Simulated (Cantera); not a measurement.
Feed: 1 mol (CH3)2SiCl2, a varied amount of H2, equilibrated at 1423.15 K and 4400 Pa.

Method: chemical equilibrium by Gibbs-energy minimisation in Cantera with the NASA 1993 tables (ideal gas, pure condensed phases). Candidate condensed phases: C, C6H6, C7H8, C8H18, Si, SiC; 109 gas species. The feed counts by its element totals alone. The tables' values for SiCl3 are old estimates; treat these amounts as uncertain. Equilibrium is a limit: real reactors are often held back by kinetics, nucleation or transport.

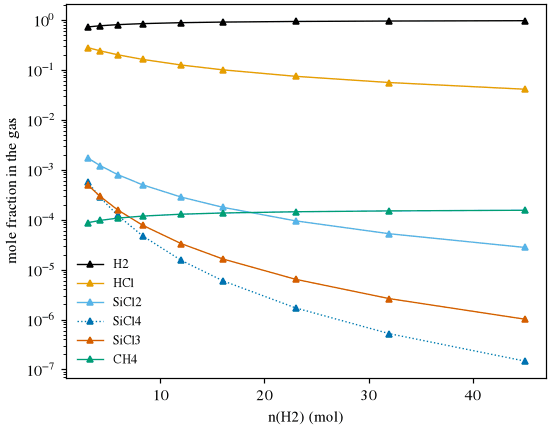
Fig. 1. Equilibrium gas composition (values under 1e-9 drawn at 1e-9)

**Question.** Read off the mole fractions at 12 mol H2.

**Answer.** H2 about 0.88, HCl about 0.12, SiCl2 about 0.00028, CH4 about 0.00013, SiCl3 about 3.3e-5, SiCl4 about 1.5e-5.
